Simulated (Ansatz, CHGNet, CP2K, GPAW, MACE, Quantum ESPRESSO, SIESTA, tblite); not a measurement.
# Random packing of P38S62 (at. %) (64 atoms) in GPAW

Wanted: GPAW inputs and outputs for random packing of P38S62 (at. %) (64 atoms), checked against a plane-wave reference.

Calculated with GPAW 26.7.0; the method is named at each step.

## Step 1: Starting point

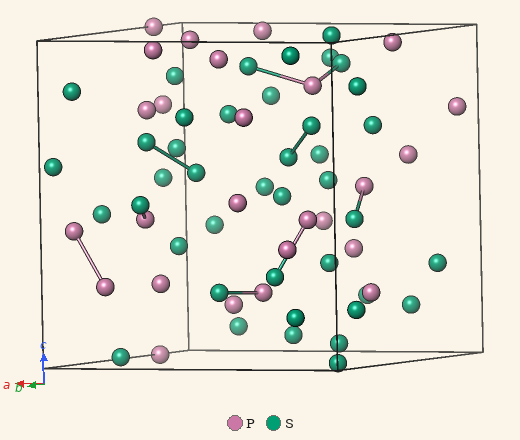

The cell as given, from a free direction (phosphorus pink, sulfur teal). Bonds to atoms that aren't drawn are left out. Some periodic images of atoms are drawn too.

The cell holds 64 atoms: 24 P and 40 S. Its edges and angles: a = 11.721 Å, b = 11.721 Å, c = 11.721 Å, α = 90.0°, β = 90.0°, γ = 90.0°. 64 atoms (24 P, 40 S) packed at random in a cube at 2.09 g/cm³ and pushed apart as soft spheres; a start for melting by ab initio MD, not an equilibrated structure. Then every atom was moved at random, 0.02 Å r.m.s. a Cartesian component.

The yardstick, on the same geometry:

| Item | Value |
| --- | --- |
| method | Kohn-Sham DFT, PBE, PAW, plane waves (Ansatz 0.2.0); cutoff 420 eV, Γ point, fermi-dirac smearing of 0.05 eV; PAW set soft_2 |
| r.m.s. force component | 0.9487 eV/Å |
| longest force | 3.179 eV/Å |
| pressure | -8.756 GPa |
| SCF cycles | 11 |
| time | 13 s on 4 threads of Arm Neoverse V2, shared host |
| CPU time | 49 s |

## Step 2: PBE, LCAO dzp, h 0.2 Å

Method: Kohn-Sham DFT, PBE, PAW, atomic orbitals (dzp).

The input, run.py:

```python
import numpy as np
from ase.io import read
from gpaw import GPAW, FermiDirac

atoms = read("structure.xyz")
atoms.calc = GPAW(
    mode="lcao",
    basis="dzp",
    h=0.2,
    xc="PBE",
    kpts={"size": (1, 1, 1), "gamma": True},
    occupations=FermiDirac(0.05),
    maxiter=200,
    symmetry={"point_group": False},
    txt="gpaw.txt",
)
energy = atoms.get_potential_energy(force_consistent=True)
forces = atoms.get_forces()
print(f"energy {energy:.6f} eV")
print("forces (eV/A)")
for i, (a, f) in enumerate(zip(atoms, forces)):
    print(f"{i:4d} {a.symbol:2s} {f[0]:10.5f} {f[1]:10.5f} {f[2]:10.5f}")
print(f"Fermi level {atoms.calc.get_fermi_level():.4f} eV")
for k in range(len(atoms.calc.get_ibz_k_points())):
    for s in range(atoms.calc.get_number_of_spins()):
        e = atoms.calc.get_eigenvalues(kpt=k, spin=s)
        n = np.searchsorted(e, atoms.calc.get_fermi_level())
        print(f"k {k} spin {s} levels about the Fermi level:", np.round(e[max(n - 6, 0):n], 4).tolist(), "|", np.round(e[n:n + 6], 4).tolist())
```

The input, structure.xyz:

```xyz
64
Lattice="11.72110 0.00000 0.00000 0.00000 11.72110 0.00000 0.00000 0.00000 11.72110" Properties=species:S:1:pos:R:3 pbc="T T T"
P 8.94226 8.89596 5.19749
P 3.87945 2.39427 3.82612
P 0.00609 1.68479 8.88506
P 0.91682 4.93599 11.35857
P 8.24017 6.43863 11.48433
P 5.43847 6.60085 2.47175
P 8.80946 8.02262 2.84342
P 7.36261 2.36438 11.58514
P 11.65113 2.45405 11.70586
P 9.90972 6.65254 8.97449
P 6.14537 0.21672 4.67695
P 10.95231 10.59001 4.85265
P 3.88801 5.43976 9.81759
P 7.44888 11.02276 11.38002
P 7.98183 3.85566 1.87256
P 9.60474 10.88140 2.88585
P 4.70684 9.99282 5.86723
P 1.87760 1.90984 7.16839
P 5.93779 8.81040 10.93532
P 3.97896 10.84987 8.97625
P 2.53774 8.75297 5.20827
P 2.52074 4.19826 6.16249
P 1.47475 5.93064 2.46167
P 2.07979 11.37392 4.28570
S 7.48451 2.17977 5.99288
S 5.96897 6.36608 10.54981
S 1.75840 4.95381 8.39055
S 7.64333 7.35487 6.78382
S 0.08052 3.34684 3.38365
S 4.49610 0.13749 2.03279
S 10.57818 11.30219 9.88980
S 1.71714 2.24400 1.82076
S 6.06262 8.87463 2.58427
S 4.82101 2.44666 6.26469
S 11.59393 10.87144 7.16183
S 11.44155 7.33577 5.27707
S 7.62680 4.67730 8.73351
S 2.87331 7.64251 8.51175
S 9.82732 4.46597 7.49353
S 6.07223 0.57023 7.07181
S 3.41717 4.66500 0.55652
S 8.80137 8.96817 7.96191
S 8.08369 11.00482 5.82890
S 11.22530 2.78646 6.33232
S 0.66658 8.33136 9.97044
S 3.50332 9.54344 3.19834
S 2.06033 10.85421 11.19764
S 10.14801 3.85601 10.03748
S 9.33468 0.77195 0.91612
S 6.52607 10.47116 8.94718
S 3.51422 5.12435 3.45995
S 4.45050 6.35354 7.30154
S 1.84490 11.29480 1.84853
S 7.72796 1.05033 9.18524
S 5.67993 3.75462 0.79258
S 2.20697 7.23122 11.72098
[... 4 atom lines left out ...]
S 5.53857 0.62579 10.53610
S 10.04838 1.09991 4.56056
S 5.52228 4.76521 5.81285
S 10.61264 7.71846 0.19633
```

The run is started by

```console
> OMP_NUM_THREADS=1 python run.py > output.txt
```

The log of the run:

```text
energy -217.888437 eV
forces (eV/A)
   0 P    -0.18248   -0.58404    0.10510
   1 P    -0.03542   -0.71117   -0.52479
   2 P    -0.78574   -0.59948    0.48272
   3 P     0.23805   -0.10463    1.06524
   4 P     0.69513    0.40414   -0.43077
   5 P     0.66554    1.42135   -0.00262
   6 P    -0.59330    0.64338    0.92104
   7 P    -0.24337    0.82597    1.31933
   8 P     0.59493    0.86942   -0.83298
   9 P    -0.99673    0.19420    0.47170
  10 P     0.13518   -1.20357    1.68989
  11 P     0.65562    1.27152    1.24776
  12 P    -0.82705   -0.62083   -0.91811
  13 P    -0.53217    1.08759   -1.38015
  14 P    -0.91797    0.64329   -1.72566
  15 P     0.52490    0.50606   -0.58367
  16 P    -0.39278    0.10798   -0.38962
  17 P    -1.48739    0.89823   -0.26606
  18 P     0.39555   -0.64299   -0.76315
  19 P     0.88349    0.02576    0.51459
  20 P     1.01436    1.70444   -0.83995
  21 P    -0.41278   -0.24980    2.06031
  22 P     0.24865   -0.63432    0.37840
  23 P     0.45914   -1.57209    0.28123
[...]
56 S     0.21068    0.46320   -0.30904
  57 S    -0.26199    0.46663   -0.19466
  58 S    -0.07422    1.01210    0.42365
  59 S    -2.23695    1.14028   -0.31498
  60 S    -0.03192   -0.00828    1.03761
  61 S     0.74733   -1.48111   -0.84946
  62 S    -0.44179    0.08050    0.81356
  63 S    -0.17294    0.21907   -0.45881
Fermi level 3.0991 eV
k 0 spin 0 levels about the Fermi level: [2.9514, 2.9706, 2.9753, 3.0066, 3.0396, 3.0466] | [3.1061, 3.1628, 3.2215, 3.2486, 3.2963, 3.3206]
```

gpaw.txt:

```text
Input parameters:
  mode=LCAO(),
  basis={'default': 'dzp'},
  h=0.2,
  kpts=MonkhorstPack(size=(1, 1, 1), gamma=True),
  maxiter=200,
  occupations=Occupations(name='fermi-dirac', width=0.05, fixmagmom=False),
  symmetry=Symmetry(point_group=False),
  xc=XC(name='PBE')
Unit cell  # Å
| periodic |         x |         y |         z |   lengths |    angles |
|----------|-----------|-----------|-----------|-----------|-----------|
|      yes | 11.721100 |  0.000000 |  0.000000 | 11.721100 | 90.000000 |
|      yes |  0.000000 | 11.721100 |  0.000000 | 11.721100 | 90.000000 |
|      yes |  0.000000 |  0.000000 | 11.721100 | 11.721100 | 90.000000 |
Number of symmetries: 1
Symmetry operations  # r_c * U_cc + t_c -> r_c
|   | kind |            matrix            |
|---|------|------------------------------|
| 0 |  E   |  1, 0, 0,  0, 1, 0,  0, 0, 1 |
BZ-sampling:
  Number of BZ points: 1
  Number of IBZ points: 1
  Monkhorst-Pack size: [1, 1, 1]
  Monkhorst-Pack shift: [0, 0, 0]
[... lines left out ...]
  Fermi-Dirac:
[... lines left out ...]
    Stencil: 6*3+1=19 point O(h^6) finite-difference Laplacian
xc functional:
  name: PBE with 2 nearest neighbor stencil
interpolation: tri-quintic # 5. degree polynomial
Initialization done in: 6.082 s
convergence criteria:
- Maximum [total energy] change in last 3 cyles: 0.0005 eV / valence electron
- Maximum integral of absolute [dens]ity change: 0.0001 electrons / valence electron
- Maximum integral of absolute [eigenst]ate change: 4e-08 eV^2 / valence electron
maximum number of iterations: 200
SCF iterations
|iter     |      energy | eigst |  dens |
|---------|-------------|-------|-------|
|iter:   1| -226.464676 |      c|       |
|iter:   2| -222.744903 |      c| -1.05 |
|iter:   3| -222.671810 |      c| -1.13 |
|iter:   4| -220.979369 |      c| -1.18 |
[...]
|iter:   8| -217.785601 |      c| -1.81 |
|iter:   9| -217.728720 |      c| -1.97 |
|iter:  10| -217.693047c|      c| -2.13 |
|iter:  11| -217.711678c|      c| -2.34 |
|iter:  12| -217.691385c|      c| -2.27 |
[...]
|iter:  21| -217.674540c|      c| -3.70 |
|iter:  22| -217.674603c|      c| -3.89 |
|iter:  23| -217.674594c|      c| -4.09c|
Converged in 23 steps
SCF loop duration: 89.525 s (3.892 s/step)
Energy contributions relative to reference atoms: (reference = -657574.723711)
Energy contributions:
  Kinetic:         -45.427217
  Coulomb:         -14.252177
  Zero:              1.178554
  External:          0.000000
  Xc:             -158.959911
  Entropy:          -0.427686
  Spinorbit:         0.000000
  ----------------------------
  Free energy:    -217.888437
  Extrapolated:   -217.674594
dipole moment: (13.786110, 11.688769, 133.274308)  # |e|*Ang
Fermi level: 3.099
Eigenvalues  # (at kpt = [0.000, 0.000, 0.000])
| band index |      eig [eV] | occ [0-2] |
|------------|---------------|-----------|
|          0 |       -12.695 |     2.000 |
|        ... |               |           |
|        172 |         2.837 |     1.989 |
|        173 |         2.877 |     1.977 |
[...]
|        187 |         3.401 |     0.005 |
|        ... |               |           |
|        219 |         4.878 |     0.000 |
Gap: 0.060 eV
Transition (v -> c):
  (s=0, k=0, n=179, [0.00, 0.00, 0.00]) -> (s=0, k=0, n=180, [0.00, 0.00, 0.00])
No difference between direct/indirect transitions
Force computation time: 6.628  # s
timing:  # [seconds]
  Total:  102.258  # ━━━━━━━━━━━━━━━━━━━━━━━━━━━━━━━━━━━━━━━━━━━━━━━━━━━━━━━━
  Init:     6.082  # ━━━╸
  SCF:     89.525  # ━━━━━━━━━━━━━━━━━━━━━━━━━━━━━━━━━━━━━━━━━━━━━━━━━
  Forces:   6.628  # ━━━╸
```

Run time: 1.7 min. Hardware: 1 thread of Arm Neoverse V2, shared host; peak memory 1.2 GiB.

Banners, paths, timers and routine set-up lines are dropped from the logs unmarked, and long logs keep their key lines alone; longer cuts are marked.

Compared with the plane-wave run:

* r.m.s. force component: 0.8955 eV/Å
* r.m.s. difference of force components: 124.9 meV/Å
* longest difference of force vectors: 461.6 meV/Å
* force difference over r.m.s. force: 13.16 %
* slope of forces against the reference's: 0.9369
* correlation of force components: 0.9925

Length of the force difference by element (eV/Å):

| element | atoms | mean | most |
| --- | --- | --- | --- |
| P | 24 | 0.18 | 0.39 |
| S | 40 | 0.21 | 0.46 |

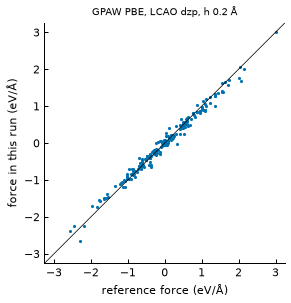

Force components against those of the reference; the line marks equality.

A closer look about S55, which bears the longest force: 12 atoms, nearest first, numbered in the order of the input, with positions taken from that point.

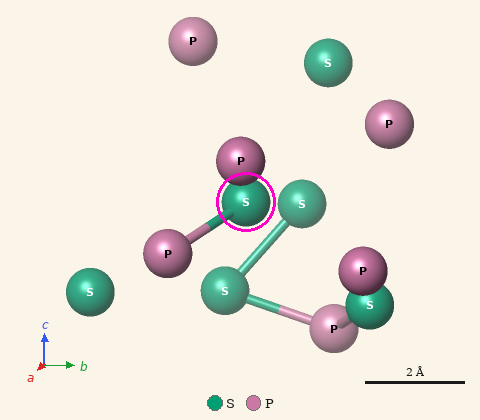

The atoms of the table, within 3.8 Å (arrows a, b, c point along x, y, z); some may hide others; the central atom is ringed.

| atom | x | y | z | distance (Å) | Fx | Fy | Fz (eV/Å) |
| --- | --- | --- | --- | --- | --- | --- | --- |
| S55 | 0.00 | 0.00 | 0.00 | 0.00 | 3.00 | -0.86 | 0.57 |
| P8 | 1.68 | -1.39 | -0.93 | 2.37 | -0.24 | 0.83 | 1.32 |
| S41 | -2.26 | 0.91 | -0.24 | 2.45 | -1.20 | -0.84 | -1.71 |
| P15 | 2.30 | 0.10 | 1.08 | 2.54 | -0.92 | 0.64 | -1.73 |
| S59 | -1.84 | -0.56 | -2.02 | 2.79 | -0.07 | 1.01 | 0.42 |
| S26 | 0.29 | 2.61 | -1.96 | 3.28 | 1.19 | 1.65 | 0.60 |
| P6 | -0.24 | 2.85 | 1.68 | 3.31 | 0.67 | 1.42 | 0.00 |
| P13 | -1.79 | 1.69 | -2.70 | 3.65 | -0.83 | -0.62 | -0.92 |
| S51 | -2.17 | 1.37 | 2.67 | 3.70 | 0.06 | 0.08 | -0.97 |
| S61 | -0.14 | -3.13 | -1.98 | 3.70 | -0.03 | -0.01 | 1.04 |
| P2 | -1.80 | -1.36 | 3.03 | 3.78 | -0.04 | -0.71 | -0.52 |
| P5 | 2.56 | 2.68 | -1.03 | 3.85 | 0.70 | 0.40 | -0.43 |

Atoms are counted from 1 here, from 0 in the log.

Forces lie 13 % from the reference's, at 2.1 times its CPU time (on 1 against 4 cores).

## Step 3: PBE, plane waves 550 eV

Method: Kohn-Sham DFT, PBE, PAW, plane waves.

run.py: that of step 2 with these lines changed.

```diff
@@ -2,3 +2,4 @@
 from ase.io import read
-from gpaw import GPAW, FermiDirac
+from gpaw import GPAW, FermiDirac, PW
+from ase.parallel import parprint as print
 
@@ -6,5 +7,3 @@
 atoms.calc = GPAW(
-    mode="lcao",
-    basis="dzp",
-    h=0.2,
+    mode=PW(550),
     xc="PBE",
@@ -14,2 +13,3 @@
     symmetry={"point_group": False},
+    nbands=216,
     txt="gpaw.txt",
@@ -22,2 +22,6 @@
     print(f"{i:4d} {a.symbol:2s} {f[0]:10.5f} {f[1]:10.5f} {f[2]:10.5f}")
+stress = -atoms.get_stress(voigt=False) * 160.21766
+print("stress (GPa, compression positive)")
+for row in stress:
+    print(" ".join(f"{x:10.4f}" for x in row))
 print(f"Fermi level {atoms.calc.get_fermi_level():.4f} eV")
```

structure.xyz is that of step 2.

The run is started by

```console
> OMP_NUM_THREADS=1 mpirun -np 2 gpaw python run.py > output.txt
```

The log of the run:

```text
energy -229.712340 eV
forces (eV/A)
   0 P    -0.18400   -0.42701    0.15013
   1 P    -0.01087   -0.65421   -0.40752
   2 P    -0.75972   -0.61255    0.43108
   3 P     0.39940   -0.09818    1.09384
   4 P     0.62934    0.45920   -0.51939
   5 P     0.60931    1.53150    0.03406
[...]
61 S     0.79318   -1.63069   -0.84342
  62 S    -0.61517   -0.00807    0.94394
  63 S    -0.24213    0.22767   -0.50458
stress (GPa, compression positive)
   -7.6379    -1.3869    -0.4563
   -1.3869    -9.3076    -0.1142
   -0.4563    -0.1142    -9.3151
Fermi level 3.0344 eV
k 0 spin 0 levels about the Fermi level: [2.8851, 2.9086, 2.9136, 2.9404, 2.9699, 2.9824] | [3.0441, 3.0993, 3.1541, 3.184, 3.2282, 3.2595]
```

gpaw.txt:

```text
Input parameters:
  mode=PW(ecut=550.0),
  kpts=MonkhorstPack(size=(1, 1, 1), gamma=True),
  maxiter=200,
  nbands=216,
  occupations=Occupations(name='fermi-dirac', width=0.05, fixmagmom=False),
[... lines left out ...]
  Converge bands: occupied
[... lines left out ...]
  Fermi-Dirac:
[... lines left out ...]
convergence criteria:
- Maximum [total energy] change in last 3 cyles: 0.0005 eV / valence electron
[... lines left out ...]
Converged in 24 steps
[... lines left out ...]
  Free energy:    -229.712340
[... lines left out ...]
Fermi level: 3.034
[... lines left out ...]
|        ... |               |           |
[...]
Gap: 0.062 eV
Transition (v -> c):
  (s=0, k=0, n=179, [0.00, 0.00, 0.00]) -> (s=0, k=0, n=180, [0.00, 0.00, 0.00])
No difference between direct/indirect transitions
Force computation time: 4.206  # s
Stress tensor  # eV/Ang^3
|        x |        y |        z |
|----------|----------|----------|
[...]
| 0.008657 | 0.058093 | 0.000713 |
| 0.002848 | 0.000713 | 0.058140 |
Stress computation time: 23.629  # s
```

It took 3.3 min on 2 MPI ranks; peak memory 1.5 GiB.

Numbers from this run, and their distance from the reference:

| Property | Result |
| --- | --- |
| r.m.s. force component | 0.9447 eV/Å |
| r.m.s. difference of force components | 7.078 meV/Å |
| longest difference of force vectors | 26.8 meV/Å |
| force difference over r.m.s. force | 0.7461 % |
| slope of forces against the reference's | 0.9958 |
| correlation of force components | 1 |
| pressure | -8.754 GPa |
| pressure difference | 0.0024 GPa |

Against the first run (13 %), the force difference from the reference is 0.75 %, at 3.9 times the CPU time (on 2 against 1 cores).

The run ends at a pressure of -8.75 GPa, with forces up to 3.2 eV/Å.

## Step 4: PBE, LCAO szp(dzp), h 0.2 Å

Method: Kohn-Sham DFT, PBE, PAW, atomic orbitals (szp(dzp)).

run.py: that of step 3 with these lines changed.

```diff
@@ -2,4 +2,3 @@
 from ase.io import read
-from gpaw import GPAW, FermiDirac, PW
-from ase.parallel import parprint as print
+from gpaw import GPAW, FermiDirac
 
@@ -7,3 +6,5 @@
 atoms.calc = GPAW(
-    mode=PW(550),
+    mode="lcao",
+    basis="szp(dzp)",
+    h=0.2,
     xc="PBE",
@@ -13,3 +14,2 @@
     symmetry={"point_group": False},
-    nbands=216,
     txt="gpaw.txt",
@@ -22,6 +22,2 @@
     print(f"{i:4d} {a.symbol:2s} {f[0]:10.5f} {f[1]:10.5f} {f[2]:10.5f}")
-stress = -atoms.get_stress(voigt=False) * 160.21766
-print("stress (GPa, compression positive)")
-for row in stress:
-    print(" ".join(f"{x:10.4f}" for x in row))
 print(f"Fermi level {atoms.calc.get_fermi_level():.4f} eV")
```

structure.xyz is that of step 3.

The run is started by

```console
> OMP_NUM_THREADS=1 python run.py > output.txt
```

The log of the run:

```text
energy -209.746680 eV
forces (eV/A)
   0 P    -0.10097   -0.84750    0.19512
   1 P    -0.13783   -0.83764   -0.71065
   2 P    -0.99182   -0.55615    0.62211
   3 P     0.18087    0.02861    0.98699
   4 P     0.93038    0.45977   -0.20004
   5 P     0.67061    1.11594   -0.10948
[...]
61 S     0.66938   -1.01795   -0.81767
  62 S    -0.25157    0.13888    0.64064
  63 S    -0.09422    0.21697   -0.35114
Fermi level 3.2226 eV
k 0 spin 0 levels about the Fermi level: [3.078, 3.0871, 3.1001, 3.1319, 3.1671, 3.1756] | [3.2255, 3.2836, 3.3476, 3.3667, 3.4104, 3.4422]
```

gpaw.txt:

```text
Input parameters:
  mode=LCAO(),
  basis={'default': 'szp(dzp)'},
  h=0.2,
  kpts=MonkhorstPack(size=(1, 1, 1), gamma=True),
  maxiter=200,
  occupations=Occupations(name='fermi-dirac', width=0.05, fixmagmom=False),
[... lines left out ...]
  Fermi-Dirac:
[... lines left out ...]
convergence criteria:
- Maximum [total energy] change in last 3 cyles: 0.0005 eV / valence electron
[... lines left out ...]
Converged in 23 steps
[... lines left out ...]
  Free energy:    -209.746680
[... lines left out ...]
Fermi level: 3.223
[... lines left out ...]
|        ... |               |           |
|        219 |         5.009 |     0.000 |
Gap: 0.050 eV
Transition (v -> c):
  (s=0, k=0, n=179, [0.00, 0.00, 0.00]) -> (s=0, k=0, n=180, [0.00, 0.00, 0.00])
No difference between direct/indirect transitions
Force computation time: 5.306  # s
timing:  # [seconds]
  Total:  85.290  # ━━━━━━━━━━━━━━━━━━━━━━━━━━━━━━━━━━━━━━━━━━━━━━━━━━━━━━━━━
  Init:    5.793  # ━━━━
  SCF:    74.167  # ━━━━━━━━━━━━━━━━━━━━━━━━━━━━━━━━━━━━━━━━━━━━━━━━━╸
  Forces:  5.307  # ━━━╸
```

Elapsed: 87 s, on 1 thread; peak memory 1.2 GiB.

Compared with the plane-wave run:

| Property | Result |
| --- | --- |
| r.m.s. force component | 0.807 eV/Å |
| r.m.s. difference of force components | 322.5 meV/Å |
| longest difference of force vectors | 1058 meV/Å |
| force difference over r.m.s. force | 33.99 % |
| slope of forces against the reference's | 0.8041 |
| correlation of force components | 0.9452 |

This is a coarse setting, run to see what it loses.

Against the first run (13 %), the force difference from the reference is 34 %, at 0.84 times the CPU time, with 576 basis functions against 832: the smaller basis costs accuracy.

## Step 5: PBE, LCAO dzp, h 0.22 Å

Method: Kohn-Sham DFT, PBE, PAW, atomic orbitals (dzp).

run.py: that of step 4 with these lines changed.

```diff
@@ -7,4 +7,4 @@
     mode="lcao",
-    basis="szp(dzp)",
-    h=0.2,
+    basis="dzp",
+    h=0.22,
     xc="PBE",
```

structure.xyz is that of step 4.

The log of the run:

```text
energy -215.346830 eV
forces (eV/A)
   0 P    -0.17305   -0.57784    0.10154
   1 P    -0.04486   -0.70799   -0.51521
   2 P    -0.79232   -0.58877    0.49971
   3 P     0.25172   -0.11290    1.06560
   4 P     0.69898    0.39666   -0.42398
   5 P     0.66730    1.43468    0.00771
[...]
61 S     0.73148   -1.44950   -0.83465
  62 S    -0.42081    0.02948    0.81519
  63 S    -0.22705    0.24530   -0.43090
Fermi level 3.0998 eV
k 0 spin 0 levels about the Fermi level: [2.9521, 2.9714, 2.9759, 3.0072, 3.0402, 3.0473] | [3.1068, 3.1634, 3.2222, 3.2493, 3.297, 3.3213]
```

gpaw.txt:

```text
Input parameters:
  mode=LCAO(),
  basis={'default': 'dzp'},
  h=0.22,
  kpts=MonkhorstPack(size=(1, 1, 1), gamma=True),
  maxiter=200,
  occupations=Occupations(name='fermi-dirac', width=0.05, fixmagmom=False),
[... lines left out ...]
  Fermi-Dirac:
[... lines left out ...]
convergence criteria:
- Maximum [total energy] change in last 3 cyles: 0.0005 eV / valence electron
[... lines left out ...]
Converged in 23 steps
[... lines left out ...]
  Free energy:    -215.346830
[... lines left out ...]
Fermi level: 3.100
[... lines left out ...]
|        ... |               |           |
|        219 |         4.879 |     0.000 |
Gap: 0.060 eV
Transition (v -> c):
  (s=0, k=0, n=179, [0.00, 0.00, 0.00]) -> (s=0, k=0, n=180, [0.00, 0.00, 0.00])
No difference between direct/indirect transitions
Force computation time: 4.967  # s
timing:  # [seconds]
  Total:  79.574  # ━━━━━━━━━━━━━━━━━━━━━━━━━━━━━━━━━━━━━━━━━━━━━━━━━━━━━━━━━
  Init:    5.005  # ━━━╸
  SCF:    69.579  # ━━━━━━━━━━━━━━━━━━━━━━━━━━━━━━━━━━━━━━━━━━━━━━━━━━
  Forces:  4.967  # ━━━╸
```

It took 81 s on 1 thread; peak memory 0.85 GiB.

Against the reference:

| Quantity | Value |
| --- | --- |
| r.m.s. force component | 0.896 eV/Å |
| r.m.s. difference of force components | 129 meV/Å |
| longest difference of force vectors | 469.3 meV/Å |
| force difference over r.m.s. force | 13.6 % |
| slope of forces against the reference's | 0.9368 |
| correlation of force components | 0.9919 |
| energy less the same-level run's | 39.71 meV/atom |
| r.m.s. force difference from the same-level run | 40.59 meV/Å |

This is a coarse setting, run to see what it loses.

Against the first run (13 %), the force difference from the reference is 14 %, at 0.78 times the CPU time.

[end of part 1 of 2]

[Also dropped from logs without a mark: logging warnings of Python, and SIESTA's first energy breakdown and zero terms.]

[Logs are printed without paths, hosts, clocks, repeated set-up lines and the standing remarks that a program may print on its own settings, such as how far it seeks lower states.]

[Hosts, paths, dates, database ids (printed as entryN), source tags and the programs' standing remarks are cut or masked in the printed files.]
